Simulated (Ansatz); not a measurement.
SiC (6H type, space group P6_3mc)

```
CELL_PARAMETERS angstrom
      3.09500     0.00000     0.00000
     -1.54750     2.68035     0.00000
      0.00000     0.00000    15.18649
ATOMIC_POSITIONS crystal
  Si 0.00000 0.00000 0.99982
  Si 0.00000 0.00000 0.49982
  Si 0.66667 0.33333 0.83309
  Si 0.33333 0.66667 0.33309
  Si 0.66667 0.33333 0.16660
  Si 0.33333 0.66667 0.66660
  C  0.00000 0.00000 0.87447
  C  0.00000 0.00000 0.37447
  C  0.66667 0.33333 0.70810
  C  0.33333 0.66667 0.20810
  C  0.66667 0.33333 0.04161
  C  0.33333 0.66667 0.54161
```

E(V) scan at fixed shape, V₀ the volume above. The atoms relax within the cell's symmetry.

The numbers are results of PBE (plane waves to 420 eV, PAW, scalar-relativistic; Ansatz, a program for electronic structure), not measurements. k mesh 10×10×2 (Γ-centred), Fermi-Dirac smearing 0.05 eV. E stands for the smeared free energy. With the shape held, the modulus is that of even scaling; a crystal free to change shape is softer. SiC was relaxed with its symmetry unable to fall. The PAW data are Ansatz's earlier set. The zero of ΔE is the relaxed starting cell.

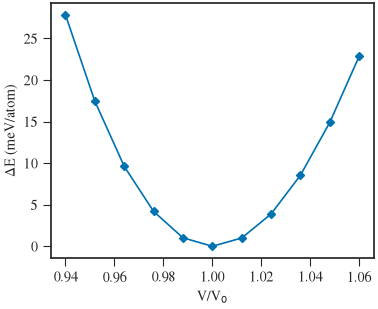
*ΔE (meV/atom) against V/V₀; one marker a computed point.*

### Question
What bulk modulus at fixed cell shape B₀ follows from a third-order Birch-Murnaghan fit?

### Answer
About 210 GPa.

### Question
What is ΔE at V/V₀ = 0.940?

### Answer
About 28 meV/atom.

### Question
What is ΔE at V/V₀ = 1.060?

### Answer
About 23 meV/atom.

(Under strain, the slope of the energy per volume gives the stress and its curvature an elastic modulus.)
